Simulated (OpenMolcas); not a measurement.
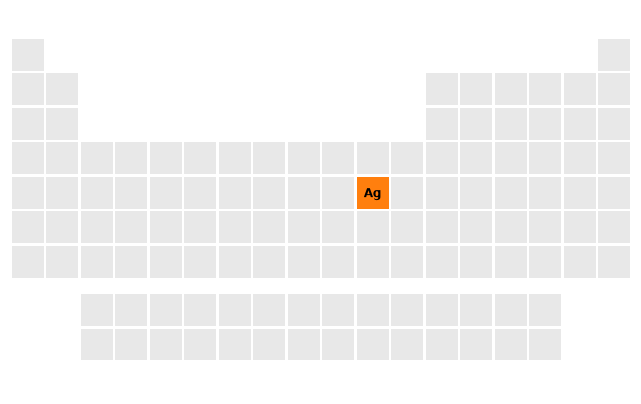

*The place of silver in the periodic table.*

# Ag⁷⁺: multiconfigurational calculation

Ag⁷⁺. Level asked for: state-averaged CASSCF, active space 4 electrons in the shell 4d, basis ANO-RCC-MB, DKH3 scalar Hamiltonian, spin-orbit coupling by RASSI with atomic mean-field integrals (OpenMolcas).

### The input
```
&GATEWAY
Coord
1

Ag 0.0 0.0 0.0
Basis=ANO-RCC-MB
Group=XYZ
NoMove
AngMom=0.0 0.0 0.0
AMFI
&SEWARD
Relativistic=R03O02
&RASSCF
FileOrb=start.orb
Symmetry=2
Spin=5
nActEl=4 0 0
Inactive=9 9
Ras2=5 0
CIRoot=5 5 1
SDav=5
CIMx=300
Iter=89 100
PrWF=0.3
OrbListing=Nothing
MaxOrb=0
Atom
>>> COPY $Project.JobIph JOB001
```

The file start.orb holds starting orbitals from an earlier step.

Hardware: 1 CPU thread, shared host.

Launched with:
```bash
OMP_NUM_THREADS=1 MOLCAS_MEM=2252 MOLCAS_PROJECT=a pymolcas a.inp > a.log  # once for each step of the input, in one work folder
```

### The program's output (extracts)
```
--- SEWARD ---
Basis set label: AG.ANO-RCC...5S4P2D.

      Electronic valence basis set:
      ------------------
      Associated Effective Charge  47.000000 au
      Associated Actual Charge     47.000000 au
      Nuclear Model: Point charge

      Shell  nPrim  nBasis  Cartesian Spherical Contaminant
         s      21       5        X
         p      18       4        X
         d      13       2                 X
Relativistic=R03O02
                  Relativistic Douglas-Kroll-Hess integrals:
                    - DKH order of Hamiltonian: 3
                    - DKH order of Properties : 2
--- RASSCF ---
Wave function specifications:
      -----------------------------

      Number of closed shell electrons          36
      Number of electrons in active shells       4
      Max number of holes in RAS1 space          0
      Max nr of electrons in RAS3 space          0
      Number of inactive orbitals               18
      Number of active orbitals                  5
      Number of secondary orbitals               4
      Spin quantum number                      2.0
      State symmetry                             2
Orbital specifications:
      -----------------------

      Symmetry species                           1   2
                                                ag  au
      Frozen orbitals                            0   0
      Inactive orbitals                          9   9
      Active orbitals                            5   0
      RAS1 orbitals                              0   0
      RAS2 orbitals                              5   0
      RAS3 orbitals                              0   0
      Secondary orbitals                         1   3
      Deleted orbitals                           0   0
      Number of basis functions                 15  12
      Number of CSFs                             0
      Number of root(s) required                 5
 ************ ERROR ***********
  You can't ask for more roots
  than there are configurations
 ******************************
--- Stop Module: rasscf at  /rc=_RC_INPUT_ERROR_ ---
.####################.
.# User input error #.
.####################.
```

### Outcome

- outcome: refused by the program

### Diagnosis

The input is odd on purpose: wrong symmetry. The program refused the input: “You can't ask for more roots”. To bear in mind: RASSCF multiplicity 5: _RC_INPUT_ERROR_.
